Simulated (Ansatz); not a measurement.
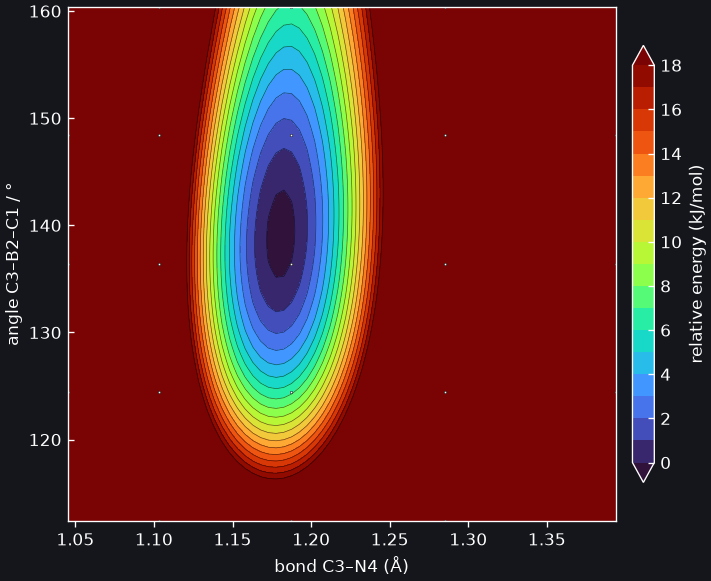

C2H3BN, SMILES C[B]C#N, spin multiplicity 2. Two internal coordinates are moved rigidly from the geometry relaxed at PBE0-D4/def2-TZVP, all others fixed. First axis: bond C3–N4. Second axis: angle C3–B2–C1. Grid: 5 × 5 points. Points are written as (first, second). All energies are given in kJ/mol relative to the lowest grid point. These are results of UKS PBE-D4/def2-TZVPP (Ansatz), not measurements.

Drawn: filled contours, dots at the grid points, one colour for all values above the top of the scale. Between grid points the surface is interpolated.

> Estimate the position of the minimum and the force constants in these coordinates.

The interpolated minimum is at bond C3–N4 ≈ 1.177 Å, angle C3–B2–C1 ≈ 138.9°. The curvatures there are about 99 eV/Å² and 1.7 eV/rad², with a cross term of about −1.5 eV/(Å·rad). Round the minimum the two coordinates are weakly coupled (coupling −0.11 in units of the two stiffnesses). (1 eV is 96.5 kJ/mol.)
